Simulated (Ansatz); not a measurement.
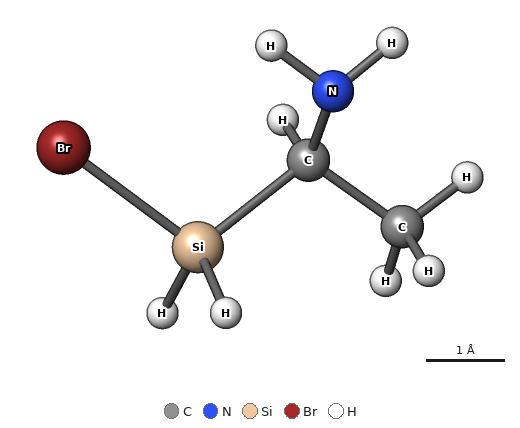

*The structure as given in the input (ball-and-stick view, seen at a tilt).*

Nudged elastic band, with input and output: C2H8BrNSi

System: C2H8BrNSi, SMILES CC(N)[SiH2]Br.
Method: RKS PBE0/def2-SVP (Ansatz 0.2.0).

It belongs to a series of runs on one base structure; here: band between the two ends.

### The input
```yaml
crystal:
  periodic: [false, false, false]
  atoms:
    - { symbol: C, position_ang: [-1.395805, 0.192361, -0.573154] }
    - { symbol: C, position_ang: [-0.083824, -0.430328, -0.104627] }
    - { symbol: "N", position_ang: [-0.200455, -0.86493, 1.276203] }
    - { symbol: Si, position_ang: [1.29301, 0.863231, -0.215255] }
    - { symbol: Br, position_ang: [3.186676, -0.041952, 0.575624] }
    - { symbol: H, position_ang: [-2.210595, -0.550899, -0.532174] }
    - { symbol: H, position_ang: [-1.335266, 0.549759, -1.613076] }
    - { symbol: H, position_ang: [-1.687635, 1.032467, 0.07647] }
    - { symbol: H, position_ang: [0.185216, -1.2421, -0.818378] }
    - { symbol: H, position_ang: [0.664774, -1.29603, 1.597639] }
    - { symbol: H, position_ang: [-0.932776, -1.568018, 1.37033] }
    - { symbol: H, position_ang: [1.547359, 1.254671, -1.632718] }
    - { symbol: H, position_ang: [0.989621, 2.067068, 0.607815] }
basis:
  gaussian: { orbitals: def2-SVP }
hamiltonian:
  xc: pbe0
neb:
  order_check: false
  images: 5
  f_tol: 0.05
  max_iterations: 60
  final_atoms:
    - { symbol: C, position_ang: [-1.43224615, 0.10761822, -0.64344482] }
    - { symbol: C, position_ang: [-0.10732782, -0.4893253, -0.18332359] }
    - { symbol: "N", position_ang: [-0.2705991, -1.15199831, 1.10471055] }
    - { symbol: Si, position_ang: [1.26427437, 0.8312404, -0.17169898] }
    - { symbol: Br, position_ang: [3.15191723, -0.13440457, 0.56084551] }
    - { symbol: H, position_ang: [-2.21068238, -0.67136426, -0.63802318] }
    - { symbol: H, position_ang: [-1.36375, 0.52726889, -1.65902829] }
    - { symbol: H, position_ang: [-1.76821225, 0.91379864, 0.03071778] }
    - { symbol: H, position_ang: [0.19749101, -1.2579364, -0.91676406] }
    - { symbol: H, position_ang: [0.60566056, -1.57423312, 1.40893372] }
    - { symbol: H, position_ang: [-0.53218843, -0.47878204, 1.82487057] }
    - { symbol: H, position_ang: [1.56137162, 1.43228558, -1.50685694] }
    - { symbol: H, position_ang: [0.92459132, 1.91113227, 0.80376072] }
  initial_path:
    images:
      - { positions_ang: [[-1.395805, 0.192361, -0.573154], [-0.083824, -0.430328, -0.104627], [-0.200455, -0.86493, 1.276203], [1.29301, 0.863231, -0.215255], [3.186676, -0.041952, 0.575624], [-2.210595, -0.550899, -0.532174], [-1.335266, 0.549759, -1.613076], [-1.687635, 1.032467, 0.07647], [0.185216, -1.2421, -0.818378], [0.664774, -1.29603, 1.597639], [-0.932776, -1.568018, 1.37033], [1.547359, 1.254671, -1.632718], [0.989621, 2.067068, 0.607815]] }
      - { positions_ang: [[-1.38691612, 0.1545887, -0.57311389], [-0.0765199, -0.43305036, -0.12133335], [-0.20909559, -0.91929855, 1.24310989], [1.33351005, 0.86608359, -0.21092218], [3.20481922, -0.08016966, 0.49986861], [-2.2010481, -0.58279937, -0.54992588], [-1.33884693, 0.5475383, -1.60541801], [-1.6993809, 1.00112493, 0.07921844], [0.19726126, -1.23507881, -0.81513447], [0.66313926, -1.20302162, 1.65322569], [-1.00450969, -1.50353033, 1.37609329], [1.53351149, 1.30431881, -1.60860674], [1.00437595, 2.04859437, 0.64763758]] }
      - { positions_ang: [[-1.37802725, 0.1168164, -0.57307377], [-0.0692158, -0.43577273, -0.1380397], [-0.21773618, -0.9736671, 1.21001679], [1.37401011, 0.86893619, -0.20658935], [3.22296243, -0.11838732, 0.42411323], [-2.1915012, -0.61469975, -0.56767776], [-1.34242786, 0.5453176, -1.59776003], [-1.7111268, 0.96978285, 0.08196688], [0.20930651, -1.22805762, -0.81189095], [0.66150453, -1.11001323, 1.70881238], [-1.07624338, -1.43904265, 1.38185658], [1.51966398, 1.35396661, -1.58449547], [1.0191309, 2.03012075, 0.68746017]] }
      - { positions_ang: [[-1.36913837, 0.0790441, -0.57303366], [-0.0619117, -0.43849509, -0.15474604], [-0.22637677, -1.02803565, 1.17692368], [1.41451016, 0.87178878, -0.20225653], [3.24110565, -0.15660498, 0.34835784], [-2.1819543, -0.64660012, -0.58542964], [-1.3460088, 0.5430969, -1.59010204], [-1.72287269, 0.93844078, 0.08471532], [0.22135177, -1.22103642, -0.80864742], [0.65986979, -1.01700485, 1.76439906], [-1.14797707, -1.37455498, 1.38761987], [1.50581647, 1.40361442, -1.56038421], [1.03388585, 2.01164712, 0.72728275]] }
      - { positions_ang: [[-1.3901743, 0.08856881, -0.59650405], [-0.07705041, -0.45543849, -0.16427189], [-0.24111755, -1.06935654, 1.15285264], [1.36443156, 0.85827266, -0.19207068], [3.21137618, -0.14920484, 0.41918706], [-2.19153032, -0.65485483, -0.60296082], [-1.35192253, 0.53782089, -1.61307745], [-1.73798588, 0.93022673, 0.06671614], [0.21339818, -1.23333642, -0.8446863], [0.64180005, -1.20274761, 1.64591061], [-0.94271419, -1.075964, 1.53337011], [1.52433486, 1.41317147, -1.54254179], [0.99745434, 1.97814217, 0.75277541]] }
      - { positions_ang: [[-1.41121022, 0.09809351, -0.61997443], [-0.09218911, -0.4723819, -0.17379774], [-0.25585832, -1.11067742, 1.12878159], [1.31435296, 0.84475653, -0.18188483], [3.1816467, -0.1418047, 0.49001629], [-2.20110635, -0.66310955, -0.620492], [-1.35783626, 0.53254489, -1.63605287], [-1.75309907, 0.92201268, 0.04871696], [0.2054446, -1.24563641, -0.88072518], [0.6237303, -1.38849036, 1.52742217], [-0.73745131, -0.77737302, 1.67912034], [1.54285324, 1.42272853, -1.52469937], [0.96102283, 1.94463722, 0.77826807]] }
      - { positions_ang: [[-1.43224615, 0.10761822, -0.64344482], [-0.10732782, -0.4893253, -0.18332359], [-0.2705991, -1.15199831, 1.10471055], [1.26427437, 0.8312404, -0.17169898], [3.15191723, -0.13440457, 0.56084551], [-2.21068238, -0.67136426, -0.63802318], [-1.36375, 0.52726889, -1.65902829], [-1.76821225, 0.91379864, 0.03071778], [0.19749101, -1.2579364, -0.91676406], [0.60566056, -1.57423312, 1.40893372], [-0.53218843, -0.47878204, 1.82487057], [1.56137162, 1.43228558, -1.50685694], [0.92459132, 1.91113227, 0.80376072]] }
```

Machine: 2 threads of Intel Xeon (Sapphire Rapids), 16 GiB of memory available, shared host.

Launched with:
```bash
ansatz run input.yaml --threads 2 --pin off --max-ram 3072MiB --backend cpu --events-out ev --progress --plain --runs-dir out
```

### Output
```
Engine: ansatz 0.2.0, x86_64-unknown-linux-gnu
Functional definition: PBE0
  parameter a = 0.25
  parameter kappa = 0.804
  parameter beta = 0.06672455060314922
  exchange = (1 - a)*pbe_x(kappa = kappa, mu = beta*pi^2/3) + a*exact_x
  correlation = pbe_c(beta = beta)
1434 factors; integrals over basis functions are off by at most 4.1e-4 eV
mean field evaluation 1: about -81583.5952 eV, gradient 5.3e1 eV
mean field evaluation 2: about -81579.0135 eV, gradient 6.9e1 eV
mean field evaluation 4: about -81590.1815 eV, gradient 2.4e0 eV
mean field evaluation 8: about -81590.2141 eV, gradient 9.5e-2 eV
mean field evaluation 16: about -81590.2141 eV, gradient 2.7e-5 eV
mean field -81590.21407831 eV, -2998.3850635446 hartree, gradient 2.7e-5 eV, S^2 0.000000; 0 other end points of the search recorded, 0 dependent functions left out
the calculation of the forces begins
reference -81590.21410698 eV, -2998.3850645981 hartree; 38, 38 occupied and 94, 94 virtual orbitals, 1434 factors
1434 factors; integrals over basis functions are off by at most 4.3e-4 eV
mean field evaluation 32: about -81590.2116 eV, gradient 4.8e-5 eV
mean field -81590.21161448 eV, -2998.3849730002 hartree, gradient 4.8e-5 eV, S^2 0.000000; 0 other end points of the search recorded, 0 dependent functions left out
[... from here on the field's lines of each further geometry are left out, up to the last ...]
NEB iter   1: max|band force component| = 1.941e1 eV/Å  barrier→ = 2.1227 eV  barrier← = 2.1202 eV  Δτ_max = 0.2000 Å  (180 SCF iters)
NEB iter   2: max|band force component| = 1.253e0 eV/Å  barrier→ = 0.3137 eV  barrier← = 0.3112 eV  Δτ_max = 0.2000 Å  (133 SCF iters)
NEB iter   3: max|band force component| = 1.932e0 eV/Å  barrier→ = 0.2728 eV  barrier← = 0.2704 eV  Δτ_max = 0.1001 Å  (130 SCF iters)
NEB iter   4: max|band force component| = 1.242e0 eV/Å  barrier→ = 0.2452 eV  barrier← = 0.2427 eV  Δτ_max = 0.1014 Å  (134 SCF iters)
NEB iter   5: max|band force component| = 7.454e-1 eV/Å  barrier→ = 0.2117 eV  barrier← = 0.2093 eV  Δτ_max = 0.0998 Å  (130 SCF iters)
NEB iter   6: max|band force component| = 4.285e-1 eV/Å  barrier→ = 0.2002 eV  barrier← = 0.1978 eV  CI = image 2  Δτ_max = 0.0994 Å  (125 SCF iters)
NEB iter   7: max|band force component| = 1.216e-1 eV/Å  barrier→ = 0.2077 eV  barrier← = 0.2053 eV  CI = image 2  Δτ_max = 0.0282 Å  (126 SCF iters)
NEB iter   8: max|band force component| = 4.023e-2 eV/Å  barrier→ = 0.2063 eV  barrier← = 0.2038 eV  CI = image 2  Δτ_max = 0.0921 Å  (121 SCF iters)
NEB iter   9: max|band force component| = 1.291e-1 eV/Å  barrier→ = 0.2049 eV  barrier← = 0.2024 eV  CI = image 2  Δτ_max = 0.0868 Å  (26 SCF iters)
NEB iter  10: max|band force component| = 1.582e-1 eV/Å  barrier→ = 0.2044 eV  barrier← = 0.2019 eV  CI = image 2  Δτ_max = 0.0134 Å  (123 SCF iters)
NEB iter  11: max|band force component| = 6.306e-2 eV/Å  barrier→ = 0.2041 eV  barrier← = 0.2016 eV  CI = image 2  Δτ_max = 0.0062 Å  (115 SCF iters)
the calculation of the forces begins
reference -81590.20202882 eV, -2998.3846207340 hartree; 38, 38 occupied and 94, 94 virtual orbitals, 1434 factors
1434 factors; integrals over basis functions are off by at most 4.1e-4 eV
mean field -81590.01003675 eV, -2998.3775651556 hartree, gradient 7.8e-6 eV, S^2 0.000000; 1 other end points of the search recorded, 0 dependent functions left out
the calculation of the forces begins
reference -81590.01006497 eV, -2998.3775661925 hartree; 38, 38 occupied and 94, 94 virtual orbitals, 1434 factors
NEB iter  12: max|band force component| = 1.488e-2 eV/Å  barrier→ = 0.2040 eV  barrier← = 0.2016 eV  CI = image 2  Δτ_max = 0.0000 Å  (242 SCF iters)
```

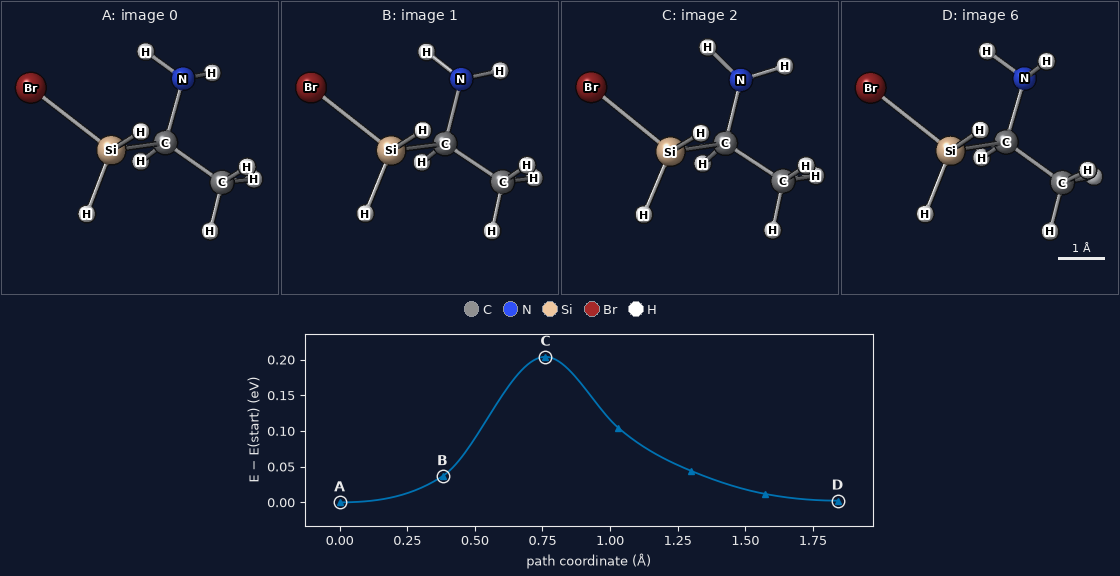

*Images of the last band (counted from 0; ball-and-stick, seen at a tilt) above the energy along the path; the line is a cubic interpolation that uses the forces.*

The highest image is number 2, 0.204 eV above the start and 0.202 eV above the end (the climbing image); the end lies 0.002 eV above the start. The path is 1.84 Å long. The band converged in 12 iterations.

```
Total energy: -81590.01006497 eV, -2998.3775661925 hartree
Atom 0 at    -1.393100     0.141676    -0.581349 Å, force    -0.001631    -0.004155     0.001126 eV/Å
Atom 1 at    -0.058812    -0.483267    -0.187521 Å, force    -0.005931     0.003777    -0.004363 eV/Å
Atom 2 at    -0.141712    -1.055482     1.123460 Å, force     0.003057     0.000397    -0.000822 eV/Å
Atom 3 at     1.287671     0.854780    -0.219318 Å, force     0.003318    -0.004433     0.001490 eV/Å
Atom 4 at     3.184832    -0.024919     0.595333 Å, force     0.004023    -0.000469     0.001885 eV/Å
Atom 5 at    -2.191073    -0.619611    -0.545176 Å, force    -0.001160     0.000284     0.000153 eV/Å
Atom 6 at    -1.370310     0.546140    -1.604548 Å, force     0.000171    -0.000241     0.000374 eV/Å
Atom 7 at    -1.676867     0.953699     0.108509 Å, force    -0.000185    -0.000214    -0.000348 eV/Å
Atom 8 at     0.195990    -1.237202    -0.965769 Å, force     0.000956     0.001301     0.002472 eV/Å
Atom 9 at     0.686288    -1.370921     1.603514 Å, force     0.000833    -0.001190    -0.000222 eV/Å
Atom 10 at    -1.017831    -1.083339     1.618416 Å, force    -0.001483     0.002760    -0.000656 eV/Å
Atom 11 at     1.597931     1.346603    -1.596572 Å, force    -0.001065     0.002664     0.000215 eV/Å
Atom 12 at     0.917293     1.997142     0.665719 Å, force    -0.000903    -0.000480    -0.001303 eV/Å
Dipole moment:    -0.472023    -0.017544    -0.019760 e Å
this run last wrote the band of iteration 12 to [file]; this run last wrote the band within `neb.f_tol` of iteration 8 to [file]
```

### The last band as extended XYZ (Å, eV, eV/Å)
```
13
Properties=species:S:1:pos:R:3:forces:R:3 image=0 energy=-81590.21408
C    -1.3958    0.1924   -0.5732   -0.0014   0.0013   0.0015
C    -0.0838   -0.4303   -0.1046    0.0010   0.0010   0.0020
N    -0.2005   -0.8649    1.2762   -0.0042  -0.0028   0.0026
Si    1.2930    0.8632   -0.2153    0.0027   0.0013  -0.0027
Br    3.1867   -0.0420    0.5756   -0.0015   0.0007   0.0008
H    -2.2106   -0.5509   -0.5322   -0.0005   0.0009  -0.0018
H    -1.3353    0.5498   -1.6131   -0.0006   0.0009   0.0003
H    -1.6876    1.0325    0.0765    0.0011  -0.0003   0.0005
H     0.1852   -1.2421   -0.8184    0.0018  -0.0010  -0.0001
H     0.6648   -1.2960    1.5976    0.0026   0.0011  -0.0010
H    -0.9328   -1.5680    1.3703   -0.0004  -0.0016  -0.0003
H     1.5474    1.2547   -1.6327    0.0005  -0.0011  -0.0012
H     0.9896    2.0671    0.6078   -0.0010  -0.0004  -0.0006
13
Properties=species:S:1:pos:R:3:forces:R:3 image=1 energy=-81590.17738
C    -1.3929    0.1585   -0.5789    0.0048   0.0106   0.0034
C    -0.0634   -0.4532   -0.1517   -0.0089   0.0256   0.0164
N    -0.1333   -0.8489    1.2421    0.0123   0.1737   0.1123
Si    1.2971    0.8621   -0.2239    0.0071   0.0092  -0.0043
Br    3.1939   -0.0288    0.5765    0.0056  -0.0002  -0.0143
H    -2.1931   -0.6012   -0.5383   -0.0012   0.0121   0.0049
H    -1.3625    0.5447   -1.6092    0.0066  -0.0036  -0.0045
H    -1.6816    0.9777    0.0986   -0.0056   0.0184  -0.0104
H     0.1829   -1.2696   -0.8679   -0.0093  -0.0277   0.0847
H     0.6528   -1.4178    1.5422   -0.0269  -0.0386  -0.0523
H    -1.0067   -1.3028    1.4929    0.0050  -0.1818  -0.1057
H     1.5922    1.3285   -1.6122   -0.0027  -0.0142  -0.0131
H     0.9346    2.0162    0.6444    0.0130   0.0167  -0.0171
13
Properties=species:S:1:pos:R:3:forces:R:3 image=2 energy=-81590.01004
C    -1.3931    0.1417   -0.5813   -0.0016  -0.0042   0.0011
C    -0.0588   -0.4833   -0.1875   -0.0059   0.0038  -0.0044
N    -0.1417   -1.0555    1.1235    0.0031   0.0004  -0.0008
Si    1.2877    0.8548   -0.2193    0.0033  -0.0044   0.0015
Br    3.1848   -0.0249    0.5953    0.0040  -0.0005   0.0019
H    -2.1911   -0.6196   -0.5452   -0.0012   0.0003   0.0002
H    -1.3703    0.5461   -1.6045    0.0002  -0.0002   0.0004
H    -1.6769    0.9537    0.1085   -0.0002  -0.0002  -0.0003
H     0.1960   -1.2372   -0.9658    0.0010   0.0013   0.0025
H     0.6863   -1.3709    1.6035    0.0008  -0.0012  -0.0002
H    -1.0178   -1.0833    1.6184   -0.0015   0.0028  -0.0007
H     1.5979    1.3466   -1.5966   -0.0011   0.0027   0.0002
H     0.9173    1.9971    0.6657   -0.0009  -0.0005  -0.0013
13
Properties=species:S:1:pos:R:3:forces:R:3 image=3 energy=-81590.10963
C    -1.3959    0.1303   -0.5808    0.0005  -0.0241   0.0014
C    -0.0629   -0.4980   -0.1861   -0.0170  -0.0230  -0.0046
N    -0.1845   -1.2230    1.0633   -0.0655  -0.2467  -0.0922
Si    1.2815    0.8474   -0.2039    0.0019  -0.0086   0.0226
Br    3.1808   -0.0249    0.6084   -0.0039  -0.0047   0.0242
H    -2.1930   -0.6309   -0.5508   -0.0022  -0.0146  -0.0094
H    -1.3682    0.5440   -1.6005    0.0024   0.0022   0.0083
H    -1.6832    0.9424    0.1088   -0.0112  -0.0160   0.0052
H     0.2150   -1.2145   -0.9859    0.0306   0.0386  -0.0302
H     0.6761   -1.3243    1.5928   -0.0117   0.0615  -0.0219
H    -0.9463   -0.9179    1.6573    0.1067   0.2421   0.0561
H     1.5828    1.3371   -1.5840   -0.0288  -0.0069   0.0221
H     0.9181    1.9976    0.6760   -0.0019   0.0000   0.0184
13
Properties=species:S:1:pos:R:3:forces:R:3 image=4 energy=-81590.17006
C    -1.4069    0.1192   -0.5943   -0.0119  -0.0077  -0.0099
C    -0.0753   -0.5029   -0.1911   -0.0060  -0.0086   0.0054
N    -0.2237   -1.2378    1.0572   -0.0260  -0.0037  -0.0183
Si    1.2735    0.8405   -0.1894   -0.0067  -0.0053   0.0050
Br    3.1651   -0.0477    0.6242   -0.0083  -0.0063   0.0147
H    -2.1984   -0.6472   -0.5742   -0.0012  -0.0137  -0.0163
H    -1.3723    0.5497   -1.6065   -0.0008  -0.0003  -0.0049
H    -1.7035    0.9218    0.1032   -0.0147  -0.0152  -0.0057
H     0.2190   -1.2201   -0.9818    0.0072  -0.0032   0.0005
H     0.6708   -1.4047    1.5155   -0.0042  -0.0435  -0.0380
H    -0.8164   -0.7337    1.7129    0.0839   0.1064   0.0343
H     1.5766    1.3457   -1.5629   -0.0047   0.0079   0.0156
H     0.9117    1.9827    0.7022   -0.0066  -0.0068   0.0176
13
Properties=species:S:1:pos:R:3:forces:R:3 image=5 energy=-81590.20200
C    -1.4216    0.1155   -0.6140   -0.0073  -0.0050  -0.0064
C    -0.0924   -0.4980   -0.1914   -0.0037  -0.0012   0.0035
N    -0.2501   -1.2029    1.0738   -0.0038   0.0161   0.0034
Si    1.2680    0.8345   -0.1831    0.0004  -0.0023   0.0004
Br    3.1495   -0.0847    0.6213   -0.0038  -0.0055   0.0038
H    -2.2068   -0.6569   -0.6039   -0.0016  -0.0058  -0.0110
H    -1.3741    0.5509   -1.6238    0.0002  -0.0015  -0.0058
H    -1.7339    0.9138    0.0812   -0.0111  -0.0052  -0.0070
H     0.2052   -1.2384   -0.9575   -0.0010  -0.0038   0.0065
H     0.6502   -1.5055    1.4439   -0.0060  -0.0296  -0.0204
H    -0.6652   -0.5909    1.7751    0.0427   0.0386   0.0159
H     1.5824    1.3710   -1.5418   -0.0001   0.0103   0.0079
H     0.9092    1.9572    0.7348   -0.0049  -0.0051   0.0090
13
Properties=species:S:1:pos:R:3:forces:R:3 image=6 energy=-81590.21161
C    -1.4322    0.1076   -0.6434    0.0040  -0.0024   0.0034
C    -0.1073   -0.4893   -0.1833    0.0023   0.0065  -0.0077
N    -0.2706   -1.1520    1.1047   -0.0021  -0.0028   0.0053
Si    1.2643    0.8312   -0.1717   -0.0049  -0.0021  -0.0005
Br    3.1519   -0.1344    0.5608   -0.0007   0.0003  -0.0005
H    -2.2107   -0.6714   -0.6380   -0.0009  -0.0001  -0.0001
H    -1.3638    0.5273   -1.6590   -0.0002  -0.0005   0.0007
H    -1.7682    0.9138    0.0307   -0.0010   0.0008  -0.0005
H     0.1975   -1.2579   -0.9168   -0.0001   0.0006  -0.0004
H     0.6057   -1.5742    1.4089    0.0018  -0.0019   0.0004
H    -0.5322   -0.4788    1.8249   -0.0014   0.0019   0.0004
H     1.5614    1.4323   -1.5069    0.0032   0.0007  -0.0010
H     0.9246    1.9111    0.8038   -0.0002  -0.0010   0.0005
```

### Summary

| quantity | value |
| --- | --- |
| outcome | converged |
| barrier, forward | 0.204 eV |
| barrier, backward | 0.202 eV |
| wall time | 3.7 min (CPU time 7.1 min) |
| peak memory | 0.4 GiB |

### Notes

The order of the saddle point was not checked.
